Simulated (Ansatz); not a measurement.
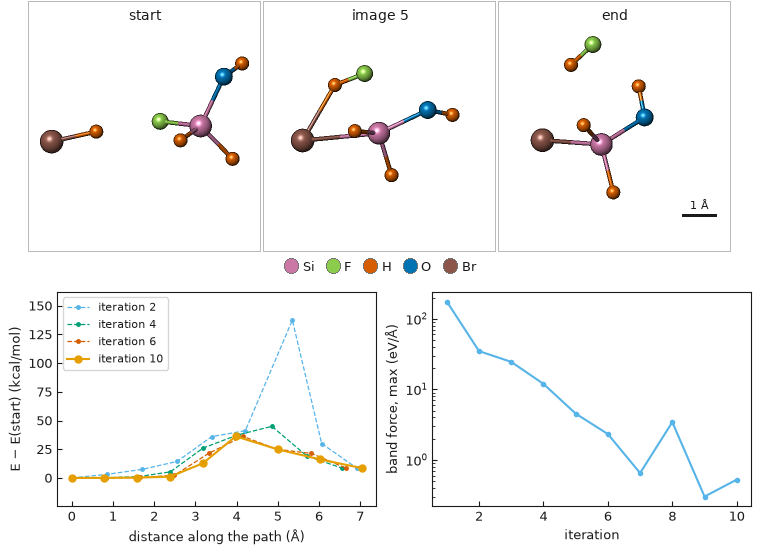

NEB run on SiH$_{4}$OBrF. Images are numbered from 0 (start) to 8 (end). The plot follows the band through its iterations. The picture is a ball-and-stick view, seen at a tilt.

Level of theory: RKS B3LYP/def2-SVP in Ansatz. Set-up: 7 movable images; climbing image; force threshold 0.03 eV/Å; iteration limit 10; starting path through a guess of the saddle point.

Question: Did the band converge, and can the barrier be trusted?

Answer: The result isn't final. The band hadn't converged when the run stopped after 10 iterations. The largest component of the band force went from 180 to 0.53 eV/Å. The barrier read from it is provisional: over the last two iterations the highest image moved from 35.9 kcal/mol to 36.2 kcal/mol. The iteration limit was low. The first iteration put the highest image at 752.2 kcal/mol. The highest point, image 5, lies 36.2 kcal/mol above the start and 27.6 kcal/mol above the end; the end is at +8.6 kcal/mol relative to the start.

The run took 54 s on 2 threads of AMD EPYC 9R45 96-Core Processor (Zen 5), with other jobs on the host, peak memory 0.24 GiB.
